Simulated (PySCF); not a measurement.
Input

```
{"job": {"kind": "nmr", "xc": "PBE0", "basis": "pcSseg-1"}, "charge": 0, "multiplicity": 1}
C      2.841939    -1.217272     0.560422
C      1.494958    -0.564639     0.848471
Si     0.500695    -0.167166    -0.714593
N      1.481271     0.803293    -1.751294
S      0.076589    -1.934349    -1.898234
N     -1.014831     0.545481    -0.271223
Si    -2.008453     0.250496     1.124207
C     -3.455819     1.469055     1.028510
H      3.403465    -1.366783     1.480987
H      3.433470    -0.594894    -0.106639
H      2.704165    -2.187430     0.087585
H      1.654411     0.361071     1.399925
H      0.910692    -1.215039     1.498623
H      1.240222     0.887117    -2.725711
H      1.842410     1.676238    -1.404161
H      1.343059    -2.237850    -2.130207
H     -1.504928     0.962801    -1.047613
H     -2.504959    -1.131615     1.165157
H     -1.169422     0.521303     2.296208
H     -4.068963     1.301984     0.147671
H     -3.113655     2.499521     1.003916
H     -4.096730     1.358062     1.896848
```

Launched as:

```sh
OMP_NUM_THREADS=1 python probes_run.py task.json out
```

Geometry: GFN2-xTB.

Method: PBE0/pcSseg-1, SCF density, gas phase, non-relativistic (PySCF).

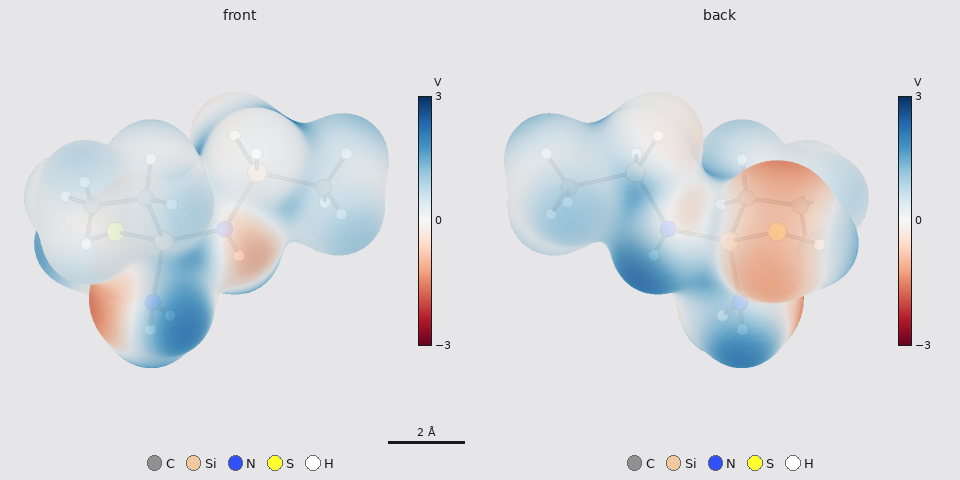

C$_{3}$H$_{14}$N$_{2}$SSi$_{2}$. The molecular electrostatic potential painted on the density surface at 0.004 e/bohr³, seen from the front and from behind; the colour scale runs from red (negative) to blue (positive).

### Where is the surface potential most negative and most positive?

The most negative region (about −1.4 V, or −32 kcal/mol for a unit charge) lies over N4 and S5, the most positive (about +2.2 V, or +51 kcal/mol for a unit charge) over H15 and H17.

### How polar is the molecule by this calculation?

Its dipole moment is 2.54 D.
